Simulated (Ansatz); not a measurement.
# Sn: response to strain

Aim: deform Sn (zz strain of +2 %) and compute stress, forces and field gradients with LAPW, PAW and all-electron datasets made for the crystal.

Computed with Ansatz 0.2.0 (DFT LDA, scalar-relativistic, unless a step's input says otherwise).

### Step 1. Starting point

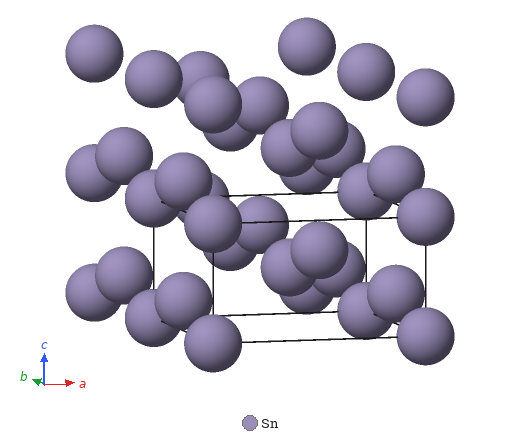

The starting structure, seen slightly off an axis (tin purple). 1×2×2 cells are drawn. Atoms on the faces are drawn again on the opposite ones. The cell drawn here is the conventional one.

Structure file:

```cif
data_structure
_symmetry_space_group_name_H-M 'I4_1/amd:1'
_symmetry_Int_Tables_number 141
_cell_length_a 5.8317
_cell_length_b 5.8317
_cell_length_c 3.1813
_cell_angle_alpha 90.000
_cell_angle_beta 90.000
_cell_angle_gamma 90.000
_cell_volume 108.19
loop_
_atom_site_label
_atom_site_type_symbol
_atom_site_symmetry_multiplicity
_atom_site_Wyckoff_symbol
_atom_site_fract_x
_atom_site_fract_y
_atom_site_fract_z
_atom_site_occupancy
Sn1 Sn 4 a 0.00000 0.00000 0.00000 1
```

The file gives the conventional cell by its symmetry; the runs use the cell typed in the input.

Atoms are numbered in the order of the input: Sn1, Sn2.

### Step 2. The deformed structure

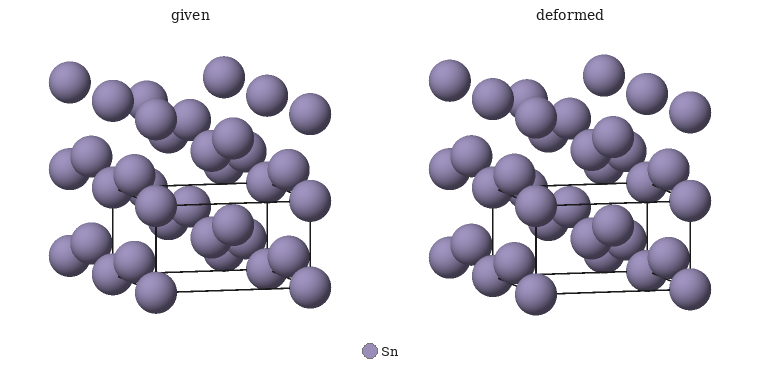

Given and deformed, at one scale.

Space group I4_1/amd before, I4_1/amd after.

### Step 3. All-electron LAPW

Input file input.yaml:

```yaml
crystal:
  lattice:
    - [-2.91585, 2.91585, 1.622463]
    - [2.91585, -2.91585, 1.622463]
    - [2.91585, 2.91585, -1.622463]
  atoms:
    - { symbol: Sn, position: [0.0, 0.0, 0.0] }
    - { symbol: Sn, position: [0.75, 0.25, 0.5] }
kpoints:
  mp_grid: { grid: [15, 15, 10] }
  band_path:
    path:
      - [0.0, 0.0, 0.0]
      - [0.0, 0.0, 0.5]
      - [-0.5, 0.5, 0.5]
      - [0.0, 0.0, 0.0]
      - [0.3274032603, 0.3274032603, -0.3274032603]
      - [-0.3274032603, 0.6725967397, 0.3274032603]
      - [-0.5, 0.5, 0.5]
      - [0.0, 0.0, 0.5]
      - [0.25, 0.25, 0.25]
    npoints: 5
scf:
  occupations: { method: fermi_dirac, width: 0.05 }
hamiltonian:
  xc: lda
  pseudopotentials: { kind: all_electron, lapw: { basis_error: 0.00025 } }
output:
  forces: true
  stress: true
  eigenvalues: true
```

The run is started by

```sh
> ansatz run input.yaml --threads 1 --pin off --max-ram 3072MiB --backend cpu --events-out ev --progress --plain --runs-dir out
```

What it wrote (excerpt; [...] marks lines left out):

```text
Warning: crystal.symmetry: narrowed to the stabiliser of the k-point mesh — unitary ops 16 → 4; excluded 12 operations that carry a point of the 15×15×10 mesh (shift [0, 0, 0]) off the mesh (the run samples exactly the mesh kpoints.mp_grid names, as under crystal.symmetry.detect: false, [...]
LAPW: plane waves up to 8.033 Å⁻¹, error target 2.5e-4 eV per atom; small_component_spin mean_spin; Sn in spheres of 1.513 Å, 22 of its electrons in bands, Dirac shells []
[...]
Pseudopotentials: kind: all_electron
Pseudopotential: Sn, LAPW, valence charge 22, Koelling and Harmon's equation, gaussian nucleus
Functional definition: SPW92
[...]
Crystal: 2 atoms, lattice volume = 55.178 Å³
Basis set: ecut = 245.87068294306428 eV, 485 PW (Γ), FFT grids on a1+a2, a2, a3, exchange–correlation at level 2
Bands: 27, of which v1, the nominal top of the filled ones, is band 22 counted from 1 (21 counted from 0)
Symmetry: 4 space group operations
k-points: 608 of 2250
[...]
SCF iter   1: F=—  HF=-335889.854639 eV  |F-HF|=—  |Δ(HF+E_count)|=         —  Δρ=9.79e-3  dr2=3.85e-2  ethr=8.69e-5  ⟨swp⟩=3.0  Hψ=112417  notcnv=0
[...]
the basis was enlarged: its passes take 92.9 KiB over the memory plan, 1 of 1 planned eigensolver slots
[...]
SCF iter   8: F=-335889.819247 eV  HF=-335889.819247 eV  |F-HF|=1.98e-9  |Δ(HF+E_count)|=   9.19e-8  Δρ=5.48e-6  dr2=1.36e-8  ethr=8.76e-10  ⟨swp⟩=2.0  Hψ=48434  notcnv=0
[...]
NSCF: frozen V_eff on 41 k-points
SCF converged after 8 iterations
Free energy (F): -335889.819247 eV
[...]
E sigma→0 (E₀):  -335889.814773 eV
Entropy (-TS):   -0.008948 eV (-4.474 meV/atom)
Fermi energy:    13.036956 eV
[...]
--- Forces (eV/Å), atoms counted from 1 ---
  atom   1  Sn     0.00417536    -0.00417536     0.00000000
  atom   2  Sn    -0.00417536     0.00417536     0.00000000
[...]
--- Stress (GPa, compression-positive) ---
       -2.156642      -0.049260       0.005991
       -0.049260      -2.156642       0.005991
        0.005991       0.005991      -3.714486
  P = ⅓ Tr σ = -2.6759 GPa (-26.759 kbar)
--- Band table (eV; the first three rows and the last of 608) ---
  k-point 0: bands = ["-115.8578", "-115.8570", "-71.7844", "-71.7841", "-71.7731", "-71.7726", "-71.7656", "-71.7651", "-8.4647", "-8.3554", "-8.3365", "-8.3007", "-8.1803", "-8.1799", "-8.1677", "-8.1672", "-8.0745", "-7.9674", "2.0057", "9.4357", "11.2018", "11.2020", "16.2349", [...]
[...]
```

Wall time 2.2 min (1 thread of Intel Xeon Platinum 8488C (Sapphire Rapids), shared host); peak memory 1.8 GiB.

This run gives: pressure -2.68 GPa; no gap; largest force 0.006 eV/Å.

### Step 4. PAW with frozen cores

Input file input.yaml:

```yaml
crystal:
  lattice:
    - [-2.91585, 2.91585, 1.622463]
    - [2.91585, -2.91585, 1.622463]
    - [2.91585, 2.91585, -1.622463]
  atoms:
    - { symbol: Sn, position: [0.0, 0.0, 0.0] }
    - { symbol: Sn, position: [0.75, 0.25, 0.5] }
kpoints:
  mp_grid: { grid: [15, 15, 10] }
scf:
  occupations: { method: fermi_dirac, width: 0.05 }
hamiltonian:
  xc: lda
  pseudopotentials: { kind: paw }
output:
  forces: true
  stress: true
  eigenvalues: true
  efg: { contact_densities: true }
```

The run is started by

```sh
> ansatz run input.yaml --threads 1 --pin off --max-ram 3072MiB --backend cpu --events-out ev --progress --plain --runs-dir out
```

What it wrote (excerpt; [...] marks lines left out):

```text
Warning: crystal.symmetry: narrowed to the stabiliser of the k-point mesh — unitary ops 16 → 4; excluded 12 operations that carry a point of the 15×15×10 mesh (shift [0, 0, 0]) off the mesh (the run samples exactly the mesh kpoints.mp_grid names, as under crystal.symmetry.detect: false, [...]
Sn: output.efg is read without spin–orbit coupling, which moves field gradients at and beside such atoms by some per cent and up to a factor of two; PAW files take it under magnetization.noncollinear and magnetization.spin_orbit
[...]
Pseudopotentials: kind: paw
Pseudopotential: Sn, paw, valence charge 14, recommended cutoff 420 eV (normal)
[... 1 set-up line as earlier in the session ...]
[...]
Crystal: 2 atoms, lattice volume = 55.178 Å³
Basis set: ecut = 420 eV, 1125 PW (Γ)
Bands: 18, of which v1, the nominal top of the filled ones, is band 14 counted from 1 (13 counted from 0)
[... 1 set-up line as earlier in the session ...]
k-points: 608 of 2250
[...]
E sigma→0 (E₀):  -11759.033279 eV
Entropy (-TS):   -0.008949 eV (-4.475 meV/atom)
Fermi energy:    10.134645 eV
[...]
--- Forces (eV/Å), atoms counted from 1 ---
  atom   1  Sn     0.00416121    -0.00416121     0.00000000
  atom   2  Sn    -0.00416121     0.00416121     0.00000000
[...]
--- Stress (GPa, compression-positive) ---
       -2.168804      -0.049354       0.005921
       -0.049354      -2.168804       0.005921
        0.005921       0.005921      -3.725249
  P = ⅓ Tr σ = -2.6876 GPa (-26.876 kbar)
--- PAW observables at the nuclei: V_zz in 10²¹ V/m², potentials from the cell's mean, atoms counted from 1 ---
  atom   1  Sn V_zz =    +5.231563   η = 0.0506   by run symmetry: allowed
            electrostatic potential = -8173.906987 V   contact ρ = 1231488.677005 e/Å³
  atom   2  Sn V_zz =    +5.231563   η = 0.0506   by run symmetry: allowed
            electrostatic potential = -8173.906987 V   contact ρ = 1231488.677005 e/Å³
--- Band table (eV; the first three rows and the last of 608) ---
  k-point 0: bands = ["-11.3802", "-11.2739", "-11.2526", "-11.2194", "-11.0989", "-11.0983", "-11.0863", "-11.0857", "-10.9913", "-10.8842", "-0.8961", "6.5319", "8.3005", "8.3007", "13.3321", "16.3798", "16.3804", "16.4844"]
[...]
```

Wall time 21 s (1 thread of Intel Xeon Platinum 8488C (Sapphire Rapids), shared host); peak memory 0.77 GiB.

Result: pressure -2.69 GPa; no gap; largest force 0.006 eV/Å; Vzz Sn1 5.2 (10²¹ V/m²).

### Step 5. Datasets made for this crystal

Changes to input.yaml since step 4:

```diff
@@ -14,3 +14,3 @@
   xc: lda
-  pseudopotentials: { kind: paw }
+  pseudopotentials: { kind: all_electron, datasets: crystal }
 output:
```

The run is started by

```sh
> ansatz run input.yaml --threads 1 --pin off --max-ram 3072MiB --backend cpu --events-out ev --progress --plain --runs-dir out
```

What it wrote (excerpt; [...] marks lines left out):

```text
Warning: crystal.symmetry: narrowed to the stabiliser of the k-point mesh — unitary ops 16 → 4; excluded 12 operations that carry a point of the 15×15×10 mesh (shift [0, 0, 0]) off the mesh (the run samples exactly the mesh kpoints.mp_grid names, as under crystal.symmetry.detect: false, [...]
band count auto-derived: 20 (N_el = 28.0; filled up to band 14; 18 by the electrons, moments and atoms)
Sn: output.efg is read without spin–orbit coupling, which moves field gradients at and beside such atoms by some per cent and up to a factor of two; PAW files take it under magnetization.noncollinear and magnetization.spin_orbit
[...]
[... 1 set-up line as earlier in the session ...]
Pseudopotential: Sn, paw, valence charge 14, recommended cutoff 240 eV (normal), Koelling and Harmon's equation, gaussian nucleus
[... 1 set-up line as earlier in the session ...]
[...]
Crystal: 2 atoms, lattice volume = 55.178 Å³
Basis set: ecut = 240 eV, 485 PW (Γ)
Bands: 20, of which v1, the nominal top of the filled ones, is band 14 counted from 1 (13 counted from 0)
[...]
  The terms above E_closure are by the made datasets' own strengths, without shells solved beside the bands.
--- Forces (eV/Å), atoms counted from 1 ---
  atom   1  Sn     0.00415724    -0.00415724     0.00000000
  atom   2  Sn    -0.00415724     0.00415724     0.00000000
[...]
--- Stress (GPa, compression-positive) ---
       -2.155851      -0.049259       0.005946
       -0.049259      -2.155851       0.005946
        0.005946       0.005946      -3.714190
  P = ⅓ Tr σ = -2.6753 GPa (-26.753 kbar)
--- PAW observables at the nuclei: V_zz in 10²¹ V/m², potentials from the cell's mean, atoms counted from 1 ---
  atom   1  Sn V_zz =    +5.313574   η = 0.0504   by run symmetry: allowed
            electrostatic potential = -8169.892773 V   contact ρ = 1231371.321156 e/Å³
  atom   2  Sn V_zz =    +5.313574   η = 0.0504   by run symmetry: allowed
            electrostatic potential = -8169.892773 V   contact ρ = 1231371.321156 e/Å³
--- Band table (eV; the first three rows and the last of 608) ---
  k-point 0: bands = ["-8.4648", "-8.3553", "-8.3365", "-8.3006", "-8.1802", "-8.1798", "-8.1676", "-8.1671", "-8.0745", "-7.9674", "2.0057", "9.4358", "11.2018", "11.2020", "16.2349", "19.2807", "19.2811", "19.3870"]
[...]
```

Wall time 60 s (1 thread of Intel Xeon Platinum 8488C (Sapphire Rapids), shared host); peak memory 1.3 GiB.

In short: pressure -2.68 GPa; no gap; largest force 0.006 eV/Å; Vzz Sn1 5.3 (10²¹ V/m²).

### Step 6. Stress and forces compared

Stress (GPa, compression positive):

```tsv
method	xx	yy	zz	yz	xz	xy
LAPW	-2.16	-2.16	-3.71	0.01	0.01	-0.05
PAW	-2.17	-2.17	-3.73	0.01	0.01	-0.05
crystal datasets	-2.16	-2.16	-3.71	0.01	0.01	-0.05
```

Forces (eV/Å):

```tsv
atom	LAPW x	LAPW y	LAPW z	PAW x	PAW y	PAW z	crystal datasets x	crystal datasets y	crystal datasets z
Sn1	0.004	-0.004	0.000	0.004	-0.004	0.000	0.004	-0.004	0.000
Sn2	-0.004	0.004	0.000	-0.004	0.004	0.000	-0.004	0.004	0.000
```

```
          method  pressure (GPa)  largest force (eV/Å)  Vzz Sn1 (10²¹ V/m²)  SCF cycles, all passes
            LAPW           -2.68                 0.006                    –                       8
             PAW           -2.69                 0.006                 5.23                       7
crystal datasets           -2.68                 0.006                 5.31                       8
```

### Step 7. Summary of results

| quantity | value |
| --- | --- |
| pressure | LAPW -2.68, PAW -2.69, crystal datasets -2.68 GPa |
| largest shear or deviatoric stress (LAPW) | 1.04 GPa |

In words: The largest part of the stress beyond the pressure is 1.04 GPa in size, in the zz component; the atoms are carried along and not relaxed. No run of the undeformed cell stands beside it, so the pressure holds what the given cell had before the change. PAW: stress within 0.01 GPa of LAPW. Crystal datasets: stress within 0.01 GPa of LAPW. The k mesh doesn't keep the crystal's whole symmetry, which leaves small spurious terms.
